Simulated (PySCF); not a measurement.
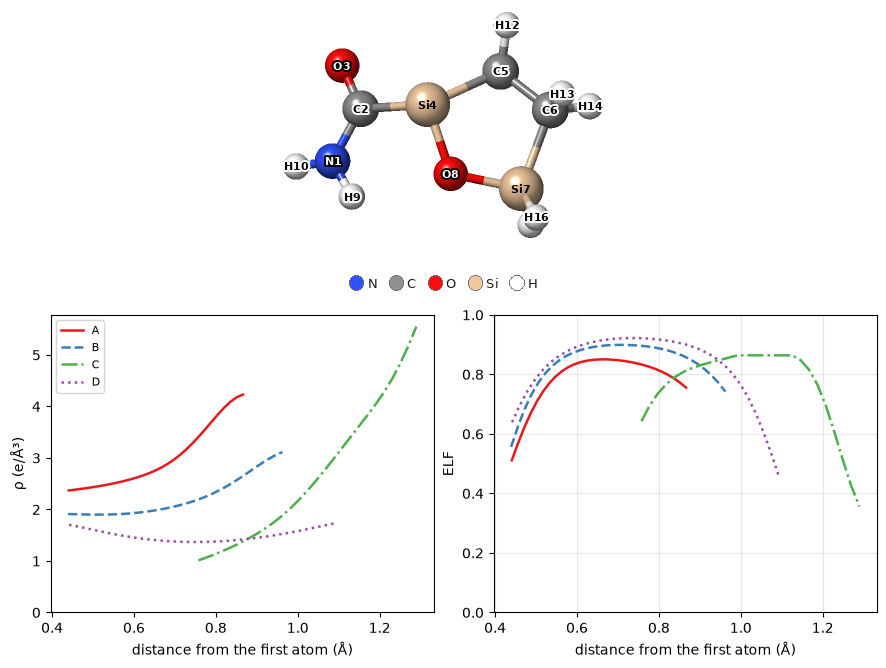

*C3H8NO2Si2 (SMILES NC(=O)[Si]1CC[SiH2]O1) (doublet). Electron density and electron localisation function along straight lines between neighbouring atoms. The curves leave out the atomic cores. The structure is drawn too.*

Geometry: GFN2-xTB.

The calculation used PySCF, UKS B3LYP, pcH-1 on C H N O Si, non-relativistic, mean-field spin-orbit, GIAO.

The calculation's input:

```
{"job": {"kind": "epr", "basis": "pcH-1"}, "charge": 0, "multiplicity": 2}
N      3.004418     0.462477     0.056645
C      2.293420    -0.682655     0.143399
O      2.748149    -1.770976    -0.151774
Si     0.577163    -0.494943     0.960763
C     -0.980611    -1.301602     0.183607
C     -2.129945    -0.294659     0.333754
Si    -1.389214     1.463191     0.282122
O      0.142248     1.095529     0.730979
H      2.553051     1.345972     0.213061
H      3.929766     0.443666    -0.344512
H     -0.779089    -1.472161    -0.878289
H     -1.245586    -2.268833     0.609177
H     -2.611315    -0.448500     1.301528
H     -2.894829    -0.471390    -0.421889
H     -1.307371     2.038731    -1.057446
H     -1.917855     2.365097     1.294948
```

Command:

```sh
OMP_NUM_THREADS=1 python probes_run.py task.json out
```

Which curve belongs to which contact (C–C, C–N, C–O and Si–O)? The first atom named is at distance zero.

Answer. Curve A: C–O (1.22 Å): ρ is about 2.6 e/Å³ halfway; the ELF peaks at about 0.85 between the atoms; a short, multiple covalent bond. Curve B: C–N (1.35 Å): ρ at the midpoint is about 2 e/Å³; the ELF peaks at about 0.90 between the atoms: a covalent bond. Curve C: Si–O (1.64 Å): ρ at the midpoint is about 1.2 e/Å³; the ELF peaks at about 0.85 between the atoms (a shared but strongly polarised pair). Curve D: C–C (1.54 Å): the density is about 1.4 e/Å³ at the midpoint; the ELF peaks at about 0.90 between the atoms: localised, covalent bonding.
